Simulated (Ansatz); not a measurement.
# Geometry relaxation, with input and output: C₂H₆ClGaO (part 2 of 2)

Continued. System: C₂H₆ClGaO, SMILES CC[O][GaH][Cl]. Method: RKS r2SCAN/def2-SVP (Ansatz 0.2.0). It belongs to a series of runs on one base structure; here: end point B relaxed.

Geometry of the input (Å):
```
C  0.7447  1.4269  0.1512
C  0.2172  0.2276  0.9256
O  -0.6433  -0.5581  0.1211
Ga -0.9224  -1.8220  -1.0236
Cl 0.7451  -3.0268  -1.2295
H  1.3200  1.0871  -0.7099
H  1.3821  2.0317  0.7910
H  -0.0859  2.0327  -0.2046
H  -0.3700  0.5664  1.7873
H  1.0548  -0.3771  1.2913
H  -2.2434  -1.9354  -1.8092
```

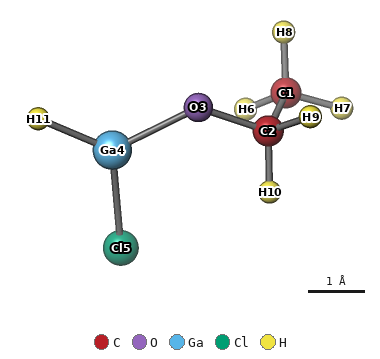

Figure 1. The geometry at step 11 of the log (ball-and-stick view, seen at a tilt; atoms are numbered from 1 in the order of the input).

**Trajectory as extended XYZ, continued**
```
11
Properties=species:S:1:pos:R:3:forces:R:3 step=5 energy=-69104.52021
C     0.7605    1.3884    0.1460    0.0551   0.2067  -0.0852
C     0.1392    0.2052    0.8553   -0.1127  -0.3926   0.0964
O    -0.9536   -0.3235    0.1051    0.1309  -0.0301  -0.0343
Ga   -0.9255   -1.7304   -0.9841    0.1990   0.1326   0.1778
Cl    0.9652   -2.8000   -1.0087   -0.2593   0.1214  -0.0228
H     1.2405    1.0769   -0.8000   -0.0567   0.0185   0.0828
H     1.5314    1.8729    0.7755   -0.1109  -0.0968  -0.0797
H    -0.0149    2.1405   -0.0920    0.1194  -0.1035   0.0353
H    -0.2626    0.5154    1.8437    0.0540  -0.0467  -0.1769
H     0.9028   -0.5849    1.0440   -0.1259   0.2128  -0.0297
H    -2.1842   -2.1075   -1.7941    0.1072  -0.0222   0.0363
11
Properties=species:S:1:pos:R:3:forces:R:3 step=6 energy=-69104.53027
C     0.7603    1.3830    0.1438    0.0531   0.0988   0.0029
C     0.1272    0.2066    0.8594    0.0542  -0.1547   0.0368
O    -0.9634   -0.3093    0.1126   -0.0671   0.0122  -0.0122
Ga   -0.9213   -1.7044   -0.9744    0.0813  -0.0987  -0.0143
Cl    0.9591   -2.7739   -1.0225   -0.1022   0.0850   0.0086
H     1.2152    1.0615   -0.8095   -0.0266   0.0170   0.0445
H     1.5524    1.8409    0.7631   -0.0651  -0.0404  -0.0587
H     0.0011    2.1531   -0.0771    0.0627  -0.0601   0.0174
H    -0.2678    0.5224    1.8450    0.0215  -0.0161  -0.0724
H     0.8864   -0.5831    1.0448   -0.0525   0.1155   0.0098
H    -2.1503   -2.1438   -1.7944    0.0406   0.0414   0.0375
11
Properties=species:S:1:pos:R:3:forces:R:3 step=7 energy=-69104.53260
C     0.7610    1.3770    0.1420    0.0085   0.0192  -0.0174
C     0.1215    0.2021    0.8569    0.0377   0.0075   0.0515
O    -0.9722   -0.3096    0.1129   -0.0151   0.0272   0.0278
Ga   -0.9199   -1.7072   -0.9677    0.0265  -0.0609  -0.0633
Cl    0.9705   -2.7451   -1.0212   -0.0316   0.0237   0.0053
H     1.2058    1.0542   -0.8142   -0.0024   0.0081   0.0076
H     1.5601    1.8249    0.7560   -0.0222  -0.0193  -0.0144
H     0.0089    2.1533   -0.0718    0.0174  -0.0170   0.0028
H    -0.2719    0.5247    1.8387   -0.0013  -0.0081  -0.0097
H     0.8812   -0.5815    1.0499   -0.0305   0.0137  -0.0110
H    -2.1462   -2.1397   -1.7909    0.0130   0.0058   0.0207
11
Properties=species:S:1:pos:R:3:forces:R:3 step=8 energy=-69104.53289
C     0.7612    1.3728    0.1402    0.0025   0.0088  -0.0163
C     0.1199    0.2030    0.8615    0.0214  -0.0058   0.0304
O    -0.9743   -0.3122    0.1200   -0.0124   0.0236   0.0230
Ga   -0.9177   -1.7046   -0.9681   -0.0128  -0.0417  -0.0652
Cl    0.9755   -2.7337   -1.0308   -0.0109   0.0125   0.0050
H     1.2059    1.0445   -0.8142   -0.0027   0.0053   0.0078
H     1.5605    1.8227    0.7517   -0.0130  -0.0111  -0.0080
H     0.0099    2.1483   -0.0778    0.0131  -0.0071   0.0005
H    -0.2740    0.5305    1.8413    0.0000  -0.0039  -0.0067
H     0.8778   -0.5809    1.0582   -0.0171   0.0082  -0.0039
H    -2.1458   -2.1373   -1.7914    0.0319   0.0111   0.0334
11
Properties=species:S:1:pos:R:3:forces:R:3 step=9 energy=-69104.53363
C     0.7614    1.3530    0.1321   -0.0111  -0.0380   0.0041
C     0.1104    0.2026    0.8774   -0.0238   0.0199  -0.0474
O    -0.9890   -0.3185    0.1458    0.0092  -0.0071  -0.0030
Ga   -0.9080   -1.6847   -0.9781   -0.0900   0.0097   0.0189
Cl    1.0023   -2.6717   -1.0571    0.0409  -0.0142  -0.0163
H     1.2002    1.0027   -0.8170    0.0013  -0.0050   0.0040
H     1.5664    1.8042    0.7325    0.0225   0.0162   0.0134
H     0.0183    2.1313   -0.0979   -0.0117   0.0183  -0.0047
H    -0.2813    0.5504    1.8502   -0.0042   0.0080   0.0063
H     0.8603   -0.5832    1.0868    0.0213  -0.0222   0.0121
H    -2.1422   -2.1331   -1.7839    0.0455   0.0143   0.0126
11
Properties=species:S:1:pos:R:3:forces:R:3 step=10 energy=-69104.53439
C     0.7642    1.3320    0.1243   -0.0184  -0.0688   0.0117
C     0.0985    0.2057    0.8953   -0.0372   0.0125  -0.0865
O    -1.0042   -0.3233    0.1728    0.0113  -0.0681  -0.0396
Ga   -0.9049   -1.6750   -0.9724   -0.0808   0.0875   0.0318
Cl    1.0330   -2.6019   -1.1092    0.0226  -0.0092  -0.0023
H     1.2013    0.9545   -0.8160   -0.0090  -0.0019   0.0261
H     1.5733    1.7869    0.7158    0.0305   0.0250   0.0167
H     0.0305    2.1134   -0.1246   -0.0119   0.0172  -0.0040
H    -0.2939    0.5783    1.8589    0.0071   0.0097  -0.0055
H     0.8377   -0.5848    1.1230    0.0435  -0.0071   0.0269
H    -2.1365   -2.1328   -1.7770    0.0421   0.0032   0.0248
11
Properties=species:S:1:pos:R:3:forces:R:3 step=11 energy=-69104.53508
C     0.7660    1.3181    0.1199   -0.0248  -0.0743   0.0071
C     0.0909    0.2065    0.9053   -0.0198   0.0293  -0.0651
O    -1.0141   -0.3277    0.1902    0.0205  -0.0665  -0.0441
Ga   -0.9047   -1.6636   -0.9725   -0.0350   0.0708   0.0351
Cl    1.0501   -2.5557   -1.1405   -0.0094   0.0068   0.0023
H     1.2028    0.9229   -0.8136   -0.0118   0.0076   0.0334
H     1.5775    1.7764    0.7063    0.0184   0.0154   0.0104
H     0.0380    2.1012   -0.1420   -0.0032   0.0061  -0.0017
H    -0.3010    0.5961    1.8628    0.0097   0.0009  -0.0162
H     0.8261   -0.5844    1.1466    0.0293   0.0017   0.0211
H    -2.1326   -2.1367   -1.7717    0.0262   0.0022   0.0177
11
Properties=species:S:1:pos:R:3:forces:R:3 step=12 energy=-69104.53499 accepted=F
C     0.7658    1.3196    0.1213   -0.0258  -0.0857  -0.0394
C     0.0936    0.2054    0.9044   -0.0552   0.1122   0.0438
O    -1.0081   -0.3377    0.1949    0.0149  -0.0496  -0.0831
Ga   -0.9044   -1.6658   -0.9751   -0.0219   0.0428   0.0218
Cl    1.0443   -2.5686   -1.1508   -0.0013   0.0095   0.0033
H     1.2047    0.9256   -0.8113    0.0007   0.0119   0.0156
H     1.5754    1.7810    0.7083    0.0085   0.0049   0.0128
H     0.0358    2.1005   -0.1421   -0.0034   0.0035  -0.0011
H    -0.3057    0.6020    1.8555    0.0214  -0.0077   0.0140
H     0.8320   -0.5766    1.1595    0.0463  -0.0437  -0.0020
H    -2.1345   -2.1322   -1.7738    0.0158   0.0017   0.0143
11
Properties=species:S:1:pos:R:3:forces:R:3 step=13 energy=-69104.53563
C     0.7660    1.3152    0.1198   -0.0123  -0.0289   0.0054
C     0.0907    0.2057    0.9056   -0.0017   0.0310  -0.0140
O    -1.0127   -0.3317    0.1924    0.0060  -0.0252  -0.0217
Ga   -0.9060   -1.6595   -0.9761   -0.0119   0.0222   0.0263
Cl    1.0493   -2.5491   -1.1458    0.0022   0.0022  -0.0055
H     1.2053    0.9184   -0.8109    0.0004   0.0011   0.0073
H     1.5762    1.7764    0.7070    0.0011   0.0029   0.0008
H     0.0380    2.0976   -0.1458    0.0017   0.0002  -0.0008
H    -0.3028    0.5997    1.8602    0.0025  -0.0026  -0.0029
H     0.8284   -0.5815    1.1538    0.0056  -0.0053   0.0040
H    -2.1335   -2.1381   -1.7694    0.0064   0.0022   0.0011
11
Properties=species:S:1:pos:R:3:forces:R:3 step=14 energy=-69104.53586
C     0.7668    1.3089    0.1184   -0.0054  -0.0158   0.0030
C     0.0877    0.2063    0.9096   -0.0010   0.0214  -0.0090
O    -1.0159   -0.3335    0.1985    0.0026  -0.0160  -0.0118
Ga   -0.9056   -1.6549   -0.9760   -0.0123   0.0136   0.0164
Cl    1.0555   -2.5279   -1.1610    0.0079  -0.0008  -0.0047
H     1.2085    0.9045   -0.8077    0.0029   0.0005   0.0015
H     1.5760    1.7731    0.7048    0.0004   0.0017  -0.0004
H     0.0413    2.0906   -0.1551   -0.0002   0.0010  -0.0001
H    -0.3063    0.6069    1.8611   -0.0001  -0.0025   0.0003
H     0.8234   -0.5809    1.1636    0.0036  -0.0047   0.0055
H    -2.1325   -2.1400   -1.7655    0.0015   0.0016  -0.0008
11
Properties=species:S:1:pos:R:3:forces:R:3 step=15 energy=-69104.53608
C     0.7703    1.2831    0.1115   -0.0004  -0.0017  -0.0112
C     0.0760    0.2086    0.9275   -0.0068   0.0102   0.0035
O    -1.0278   -0.3443    0.2263    0.0097  -0.0108  -0.0079
Ga   -0.9030   -1.6374   -0.9777    0.0212  -0.0016   0.0091
Cl    1.0829   -2.4442   -1.2222   -0.0290   0.0080   0.0006
H     1.2198    0.8490   -0.7979   -0.0078   0.0071   0.0175
H     1.5767    1.7590    0.6926    0.0001  -0.0007  -0.0019
H     0.0533    2.0626   -0.1915    0.0058  -0.0117   0.0059
H    -0.3220    0.6375    1.8652    0.0064  -0.0043  -0.0119
H     0.8038   -0.5774    1.2092   -0.0031   0.0057  -0.0019
H    -2.1311   -2.1436   -1.7523    0.0039  -0.0001  -0.0018
11
Properties=species:S:1:pos:R:3:forces:R:3 step=16 energy=-69104.53606 accepted=F
C     0.7693    1.2896    0.1134    0.0007   0.0119  -0.0064
C     0.0793    0.2088    0.9237    0.0068   0.0038   0.0263
O    -1.0227   -0.3441    0.2208    0.0001  -0.0011   0.0045
Ga   -0.9044   -1.6460   -0.9727    0.0133   0.0063  -0.0280
Cl    1.0730   -2.4696   -1.2148   -0.0029  -0.0004   0.0084
H     1.2185    0.8626   -0.7985    0.0017  -0.0010  -0.0040
H     1.5751    1.7649    0.6961   -0.0068  -0.0047  -0.0026
H     0.0492    2.0682   -0.1839    0.0040  -0.0045   0.0004
H    -0.3193    0.6328    1.8630    0.0006  -0.0025   0.0011
H     0.8106   -0.5749    1.2026   -0.0082  -0.0007  -0.0064
H    -2.1297   -2.1392   -1.7590   -0.0094  -0.0070   0.0067
11
Properties=species:S:1:pos:R:3:forces:R:3 step=17 energy=-69104.53617
C     0.7697    1.2858    0.1124    0.0001   0.0024   0.0014
C     0.0774    0.2091    0.9267    0.0020  -0.0017  -0.0018
O    -1.0250   -0.3446    0.2246    0.0005   0.0004  -0.0022
Ga   -0.9022   -1.6385   -0.9780   -0.0027  -0.0069   0.0034
Cl    1.0772   -2.4565   -1.2199    0.0014   0.0018   0.0001
H     1.2190    0.8541   -0.7974    0.0001  -0.0004  -0.0001
H     1.5757    1.7620    0.6936    0.0004   0.0008   0.0000
H     0.0511    2.0640   -0.1887   -0.0006   0.0006   0.0000
H    -0.3208    0.6359    1.8648   -0.0006   0.0003  -0.0010
H     0.8066   -0.5757    1.2070    0.0005  -0.0007   0.0015
H    -2.1299   -2.1424   -1.7544   -0.0010   0.0034  -0.0014
```

**Key numbers**

```tsv
quantity	value
outcome	converged
total energy	−69104.5362 eV
mean-field energy	−69104.5362 eV
largest force (length of the vector) at the end	0.008 eV/Å
hardware	2 threads of Arm Neoverse N1, 24 GiB of memory available, shared host
wall time	2.7 min (CPU time 5.4 min)
peak memory	0.2 GiB
```
